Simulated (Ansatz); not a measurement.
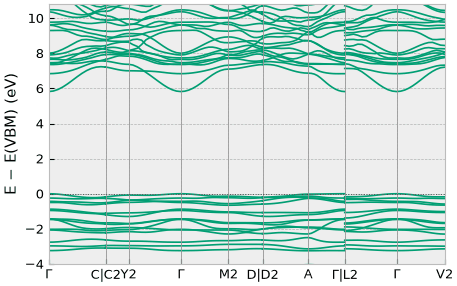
Figure: Band structure from r²SCAN (plane waves, PAW; program Ansatz)

### Question
Read off the gap and where the band edges lie.

### Answer
About 5.8 eV (5.82 eV by a search for the band edges); maximum at Γ, minimum at Γ.

### Question
Which compound is it?
A. CaMgAsO4F, C2/c (Pearson symbol mS32)
B. P3N5, C2/c (Pearson symbol mS32)
C. Na2CO3, C2/m (Pearson symbol mS24)
D. Cs2CaP2O7, Cm (Pearson symbol mS24)

### Answer
D, Cs2CaP2O7, Cm (Pearson symbol mS24)

The workflow started from a Materials Project entry (that database holds measured and hypothetical structures alike); the Crystallography Open Database copy checked does not list it. Its standing as an ambient phase is unchecked. The cell was relaxed with r²SCAN under the symmetry of its start; whether a distortion lowers the energy is not shown. Spin–orbit coupling is left out wherever it is not named.

Potentials: the later of the program's two PAW sets.
